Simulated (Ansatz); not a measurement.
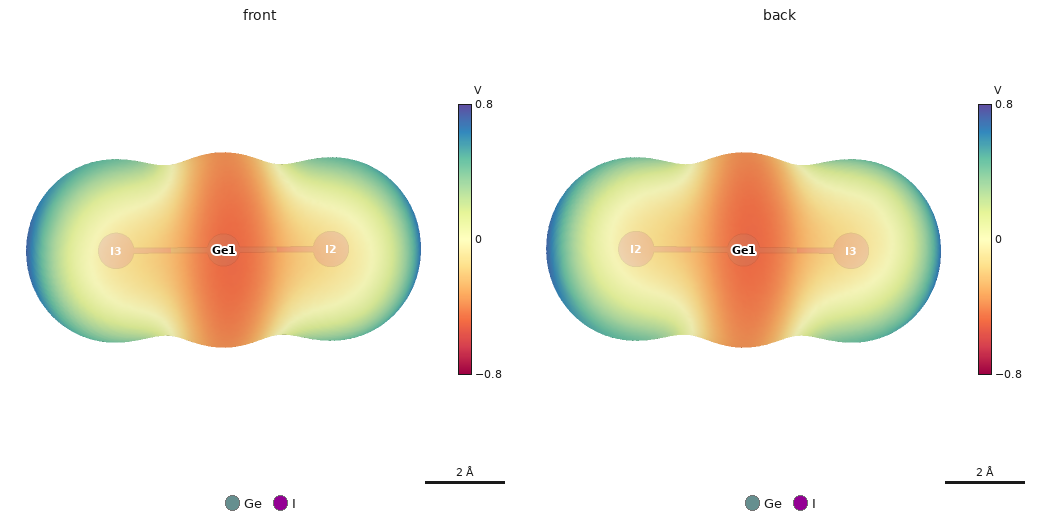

*GeI2 (quintet). The electrostatic potential painted on the density surface at 0.001 e/bohr³, seen from the front and from behind; red is negative and blue positive.*

Geometry: B3LYP-D4/def2-TZVP; core potentials replace the inner electrons of I.

Theory: Ansatz 0.2.0, UKS PBE0-D4/def2-TZVP.

**Where is the surface potential most negative and most positive?**

The most negative region (about −0.5 V) lies over Ge1, the most positive (about +0.7 V) over I2 and I3. I2 shows a σ-hole: about +0.7 V at the tip opposite its bond, against about +0.2 V on its flanks. I3 shows a σ-hole: about +0.7 V at the tip opposite its bond, against about +0.2 V on its flanks.
